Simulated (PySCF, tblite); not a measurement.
# 1-methylallyl acetate (C₆H₁₀O₂): a rotation path, then NMR shifts on frames, part 2 of 2

tblite 0.8.0 and PySCF 2.14.0. Atoms count from 0.

**5. Nuclear shieldings: image 5, PBE0/pcSseg-1**

The job: settings as JSON, then the geometry in Å.

```
{"job": {"kind": "nmr", "xc": "PBE0", "basis": "pcSseg-1", "pop": false}, "charge": 0, "multiplicity": 1}
C     -2.438500     1.653800    -0.155500
C     -1.417000     0.901600    -0.515600
C     -0.654800     0.018300     0.433400
C     -1.093000    -1.429000     0.228400
O      0.748700     0.303200     0.269800
C      1.671500    -0.557900    -0.152300
C      3.016600     0.132200    -0.181300
O      1.503200    -1.706100    -0.461600
H     -2.988500     2.247300    -0.864700
H     -2.771600     1.698000     0.868500
H     -1.085100     0.853600    -1.543400
H     -0.866400     0.316700     1.469200
H     -0.914600    -1.748700    -0.794300
H     -0.563700    -2.100500     0.898000
H     -2.159500    -1.481500     0.435700
H      3.763500    -0.560900    -0.555100
H      2.962000     1.009300    -0.820000
H      3.278500     0.456600     0.822400
```

Level: GIAO PBE0/pcSseg-1 NMR shielding, non-relativistic, gas phase.

The log of the run:

```text
coarse grid: 14888 points
cycle   1  E = -384.3669210171  dE =  1.131e+00  |g| = 9.223e-01  |ddm| = 3.654e+00
cycle   2  E = -384.0701446196  dE =  2.968e-01  |g| = 1.573e+00  |ddm| = 1.655e+00
cycle   3  E = -384.5145297789  dE = -4.444e-01  |g| = 2.979e-01  |ddm| = 1.215e+00
cycle   4  E = -384.5310308685  dE = -1.650e-02  |g| = 7.720e-02  |ddm| = 2.348e-01
cycle   5  E = -384.5318554334  dE = -8.246e-04  |g| = 2.950e-02  |ddm| = 5.379e-02
cycle   6  E = -384.5320354916  dE = -1.801e-04  |g| = 4.612e-03  |ddm| = 2.062e-02
cycle   7  E = -384.5320395172  dE = -4.026e-06  |g| = 1.754e-03  |ddm| = 4.521e-03
final grid: 143384 points
cycle   8  E = -384.6017072975  dE = -2.999e-05  |g| = 1.342e-02  |ddm| = 2.746e-02
cycle   9  E = -384.6016687913  dE =  3.851e-05  |g| = 1.990e-02  |ddm| = 1.998e-02
cycle  10  E = -384.6017414214  dE = -7.263e-05  |g| = 2.103e-03  |ddm| = 1.222e-02
cycle  11  E = -384.6017422511  dE = -8.297e-07  |g| = 4.954e-04  |ddm| = 1.503e-03
cycle  12  E = -384.6017422900  dE = -3.886e-08  |g| = 1.779e-04  |ddm| = 4.251e-04
cycle  13  E = -384.6017422960  dE = -5.978e-09  |g| = 3.640e-05  |ddm| = 1.483e-04
cycle  14  E = -384.6017422962  dE = -2.555e-10  |g| = 1.570e-05  |ddm| = 3.963e-05
converged SCF energy = -384.6017422962

GIAO shielding tensors (ppm)
atom      isotropic    diamagn.    paramagn.     s11        s22        s33       span
  0 C       66.655     254.020    -187.365    -44.267     80.059    164.175    208.442
  1 C       35.494     257.836    -222.342    -86.238     49.344    143.376    229.614
  2 C      102.098     243.161    -141.063     78.250     86.943    141.100     62.850
  3 C      160.493     250.388     -89.896    142.633    165.817    173.027     30.394
  4 O      129.880     405.084    -275.203    -32.789    191.001    231.429    264.218
  5 C       12.039     249.216    -237.177    -90.585     59.853     66.849    157.434
  6 C      161.164     248.530     -87.366    134.766    154.956    193.771     59.005
  7 O     -110.224     404.460    -514.684   -406.957   -200.706    276.992    683.949
  8 H       26.434      28.997      -2.563     23.604     25.540     30.158      6.555
  9 H       26.410      31.533      -5.123     22.836     25.714     30.679      7.843
 10 H       25.454      33.281      -7.827     22.289     25.263     28.810      6.521
 11 H       27.080      33.082      -6.002     23.839     26.833     30.567      6.728
 12 H       29.084      32.259      -3.175     25.406     28.566     33.280      7.874
 13 H       29.198      31.765      -2.567     24.879     28.212     34.504      9.625
 14 H       30.855      30.684       0.171     26.642     29.377     36.545      9.904
 15 H       30.071      27.316       2.755     26.138     28.441     35.632      9.493
 16 H       29.622      29.261       0.361     25.928     29.087     33.851      7.924
 17 H       29.559      28.491       1.068     26.036     28.664     33.976      7.940
```

It took 28 s on 1 thread of Arm Neoverse V1, shared host; peak memory 0.9 GiB.

This run: δ C5 174.9, C1 151.4, C0 120.3, C2 84.8, H10 6.26, H9 5.31 ppm.

**6. NMR shieldings: image 6, PBE0/pcSseg-1**

The job: settings as JSON, then the geometry in Å.

```
{"job": {"kind": "nmr", "xc": "PBE0", "basis": "pcSseg-1", "pop": false}, "charge": 0, "multiplicity": 1}
C     -2.389900     1.630200    -0.245500
C     -1.365800     0.848700    -0.529100
C     -0.662200     0.010700     0.501400
C     -1.078600    -1.451500     0.357100
O      0.757400     0.248200     0.453700
C      1.599300    -0.443100    -0.314000
C      2.993600     0.117700    -0.156700
O      1.321800    -1.367700    -1.029000
H     -2.905000     2.198800    -1.000000
H     -2.761900     1.724900     0.762000
H     -0.993500     0.745600    -1.538900
H     -0.928500     0.365700     1.504900
H     -0.901300    -1.808600    -0.652900
H     -0.521200    -2.077100     1.050000
H     -2.139900    -1.523400     0.580600
H      3.701600    -0.521300    -0.674800
H      3.018200     1.117300    -0.584000
H      3.247400     0.191000     0.896700
```

Level: GIAO PBE0/pcSseg-1 NMR shielding, non-relativistic, gas phase.

The log of the run:

```text
coarse grid: 14888 points
cycle   1  E = -384.3712941261  dE =  1.126e+00  |g| = 9.185e-01  |ddm| = 3.657e+00
cycle   2  E = -384.0814102258  dE =  2.899e-01  |g| = 1.561e+00  |ddm| = 1.617e+00
cycle   3  E = -384.5179544911  dE = -4.365e-01  |g| = 2.941e-01  |ddm| = 1.183e+00
cycle   4  E = -384.5340389172  dE = -1.608e-02  |g| = 7.643e-02  |ddm| = 2.305e-01
cycle   5  E = -384.5348467747  dE = -8.079e-04  |g| = 2.919e-02  |ddm| = 5.303e-02
cycle   6  E = -384.5350230519  dE = -1.763e-04  |g| = 4.401e-03  |ddm| = 2.030e-02
cycle   7  E = -384.5350268049  dE = -3.753e-06  |g| = 1.448e-03  |ddm| = 4.183e-03
final grid: 143384 points
cycle   8  E = -384.6051395318  dE = -2.789e-05  |g| = 1.394e-02  |ddm| = 2.942e-02
cycle   9  E = -384.6050958694  dE =  4.366e-05  |g| = 2.098e-02  |ddm| = 2.101e-02
cycle  10  E = -384.6051759993  dE = -8.013e-05  |g| = 2.350e-03  |ddm| = 1.290e-02
cycle  11  E = -384.6051770242  dE = -1.025e-06  |g| = 5.194e-04  |ddm| = 1.634e-03
cycle  12  E = -384.6051770686  dE = -4.446e-08  |g| = 1.629e-04  |ddm| = 4.311e-04
cycle  13  E = -384.6051770738  dE = -5.143e-09  |g| = 3.049e-05  |ddm| = 1.349e-04
cycle  14  E = -384.6051770739  dE = -1.800e-10  |g| = 1.308e-05  |ddm| = 3.421e-05
converged SCF energy = -384.6051770739

GIAO shielding tensors (ppm)
atom      isotropic    diamagn.    paramagn.     s11        s22        s33       span
  0 C       65.443     254.014    -188.571    -46.195     79.591    162.933    209.128
  1 C       37.864     258.384    -220.519    -84.494     48.689    149.397    233.890
  2 C      102.313     243.235    -140.922     76.832     89.922    140.184     63.352
  3 C      161.277     250.692     -89.415    142.058    165.118    176.655     34.598
  4 O      120.683     405.023    -284.339    -37.086    177.310    221.826    258.912
  5 C       10.805     250.105    -239.300    -90.649     55.434     67.629    158.278
  6 C      161.508     248.553     -87.044    136.114    154.557    193.854     57.740
  7 O     -119.034     405.101    -524.134   -413.277   -212.528    268.703    681.980
  8 H       26.375      29.212      -2.837     23.478     25.491     30.157      6.679
  9 H       26.366      31.569      -5.203     22.724     25.742     30.632      7.908
 10 H       25.223      33.530      -8.307     22.029     24.574     29.066      7.037
 11 H       27.195      33.293      -6.098     23.965     27.066     30.554      6.589
 12 H       28.334      32.009      -3.675     23.583     28.648     32.771      9.189
 13 H       30.043      31.598      -1.555     26.417     28.199     35.513      9.096
 14 H       30.793      30.672       0.122     26.704     29.028     36.648      9.945
 15 H       30.028      27.334       2.694     26.119     28.381     35.586      9.468
 16 H       29.523      28.879       0.644     26.097     28.645     33.826      7.729
 17 H       29.591      28.717       0.874     25.779     28.980     34.015      8.235
```

Wall time 28 s (1 thread of Arm Neoverse V1, shared host); peak memory 0.89 GiB.

This run: δ C5 176.1, C1 149.1, C0 121.5, C2 84.6, H10 6.49, H9 5.35 ppm.

**7. Nuclear shieldings: image 8, PBE0/pcSseg-1**

The job: settings as JSON, then the geometry in Å.

```
{"job": {"kind": "nmr", "xc": "PBE0", "basis": "pcSseg-1", "pop": false}, "charge": 0, "multiplicity": 1}
C     -2.213800     1.686800    -0.329500
C     -1.361400     0.701200    -0.534100
C     -0.710000    -0.075900     0.573900
C     -1.048800    -1.562300     0.476900
O      0.717800     0.137200     0.605700
C      1.481000    -0.206700    -0.432400
C      2.922600     0.142400    -0.151600
O      1.090200    -0.709900    -1.452200
H     -2.673700     2.216700    -1.146000
H     -2.494500     2.000800     0.663200
H     -1.082500     0.395600    -1.532000
H     -1.031500     0.319100     1.544600
H     -0.740400    -1.955200    -0.488000
H     -0.538700    -2.112900     1.264300
H     -2.121800    -1.692600     0.587900
H      3.571700    -0.453300    -0.786100
H      3.074100     1.195700    -0.379900
H      3.151000    -0.020200     0.897200
```

With the program's defaults for keys left out, this is: GIAO PBE0/pcSseg-1 NMR shielding, non-relativistic, gas phase.

The log of the run:

```text
coarse grid: 14888 points
cycle   1  E = -384.3783375618  dE =  1.118e+00  |g| = 9.130e-01  |ddm| = 3.657e+00
cycle   2  E = -384.0976496962  dE =  2.807e-01  |g| = 1.544e+00  |ddm| = 1.581e+00
cycle   3  E = -384.5233071655  dE = -4.257e-01  |g| = 2.888e-01  |ddm| = 1.155e+00
cycle   4  E = -384.5388013585  dE = -1.549e-02  |g| = 7.716e-02  |ddm| = 2.283e-01
cycle   5  E = -384.5396309261  dE = -8.296e-04  |g| = 2.922e-02  |ddm| = 5.390e-02
cycle   6  E = -384.5398077754  dE = -1.768e-04  |g| = 4.237e-03  |ddm| = 2.029e-02
cycle   7  E = -384.5398113018  dE = -3.526e-06  |g| = 1.274e-03  |ddm| = 3.970e-03
final grid: 143384 points
cycle   8  E = -384.6101633910  dE = -2.969e-05  |g| = 1.397e-02  |ddm| = 3.191e-02
cycle   9  E = -384.6101199007  dE =  4.349e-05  |g| = 2.100e-02  |ddm| = 2.112e-02
cycle  10  E = -384.6101998919  dE = -7.999e-05  |g| = 2.171e-03  |ddm| = 1.281e-02
cycle  11  E = -384.6102007684  dE = -8.765e-07  |g| = 5.141e-04  |ddm| = 1.534e-03
cycle  12  E = -384.6102008111  dE = -4.266e-08  |g| = 1.714e-04  |ddm| = 4.246e-04
cycle  13  E = -384.6102008167  dE = -5.676e-09  |g| = 2.776e-05  |ddm| = 1.395e-04
cycle  14  E = -384.6102008169  dE = -1.539e-10  |g| = 1.044e-05  |ddm| = 3.259e-05
converged SCF energy = -384.6102008169

GIAO shielding tensors (ppm)
atom      isotropic    diamagn.    paramagn.     s11        s22        s33       span
  0 C       62.910     254.427    -191.517    -47.937     77.056    159.610    207.547
  1 C       39.421     258.691    -219.271    -85.231     44.189    159.303    244.534
  2 C      103.341     243.591    -140.250     79.567     92.962    137.492     57.925
  3 C      165.344     250.489     -85.145    142.906    167.634    185.493     42.586
  4 O      101.457     405.164    -303.707    -47.899    154.224    198.046    245.945
  5 C       10.464     251.563    -241.099    -90.119     51.938     69.574    159.692
  6 C      162.127     248.643     -86.516    138.146    154.602    193.633     55.488
  7 O     -116.600     405.499    -522.099   -401.439   -221.627    273.267    674.706
  8 H       26.280      29.562      -3.282     23.491     25.234     30.114      6.623
  9 H       26.257      31.773      -5.515     22.613     25.775     30.384      7.771
 10 H       24.334      33.770      -9.436     21.226     22.308     29.467      8.241
 11 H       27.332      33.337      -6.004     24.566     26.765     30.666      6.101
 12 H       28.797      31.788      -2.992     23.968     29.566     32.856      8.888
 13 H       30.379      31.113      -0.733     26.765     28.023     36.350      9.585
 14 H       30.800      30.186       0.615     26.823     28.616     36.961     10.138
 15 H       29.916      27.453       2.463     26.060     28.301     35.387      9.328
 16 H       29.445      28.316       1.130     26.357     27.924     34.055      7.698
 17 H       29.681      29.145       0.536     25.505     29.432     34.105      8.600
```

It took 28 s on 1 thread of Arm Neoverse V1, shared host; peak memory 0.89 GiB.

Key values: δ C5 176.5, C1 147.5, C0 124.0, C2 83.6, H10 7.38, H9 5.46 ppm.

**8. Comparing the runs: NMR shifts**

Shifts (ppm) of some atoms, chosen among heavy atoms and hydrogens apart, with basis size and wall time:

```tsv
frame	C1	C2	C3	H13	H12	O7	O4	functions	time
image 0	147.9	76.6	23.8	1.78	1.21	444.5	234.5	186	28 s
image 2	149.2	79.6	23.2	3.17	0.95	453.5	229.8	186	28 s
image 5	151.4	84.8	26.4	2.52	2.63	446.3	206.2	186	28 s
image 6	149.1	84.6	25.6	1.67	3.38	455.1	215.4	186	28 s
image 8	147.5	83.6	21.6	1.34	2.92	452.7	234.6	186	28 s
```

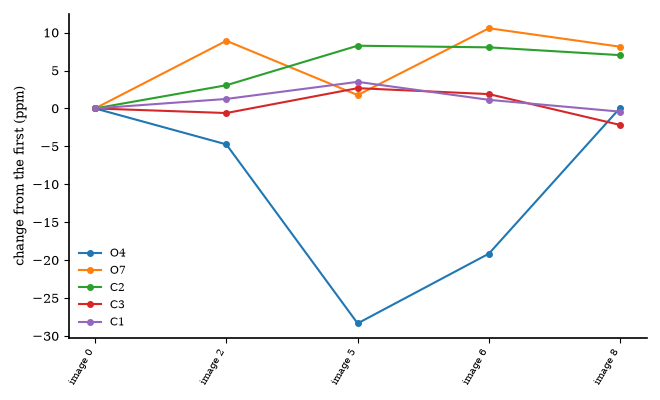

How five of the tabulated atoms move from run to run.

**9. Outcome**

The summary covers parts 1 to 2.

| quantity | value |
| --- | --- |
| barrier | 0.200 eV (4.6 kcal/mol) at image 5 |
| end to end (GFN2-xTB) | 0.035 eV |
| ¹³C shifts against TMS (PBE0/pcSseg-1, image 0) | 175.2, 147.9, 122.8, 76.6, 24.0, 23.8 ppm |
| ¹H shifts against TMS (PBE0/pcSseg-1, image 0) | 6.29, 5.52, 5.41, 5.40, 2.26, 2.15, 1.83, 1.78, 1.21, 0.91 ppm |
| ¹⁷O shifts against H2O (PBE0/pcSseg-1, image 0) | 444.5, 234.5 ppm |
| range of the shift of O4 | 206.2 to 234.6 ppm |

Along the band the dihedral turns by 152°, and the top (dihedral 6°) lies 4.6 kcal/mol above the start (GFN2-xTB, rough), so at room temperature this motion is fast. Ends this close can change order at a higher level. The top was not checked by a frequency run. Shifts at one fixed geometry are not the observed spectrum, which averages over the motion. In the first frame run (image 0): The widest tensor belongs to O7: span 686 ppm, with a paramagnetic part of -513 ppm. In ppm, O4 moves most: its shift spreads over 28.4 ppm, from 206.2 (image 5) to 234.6 (image 8).
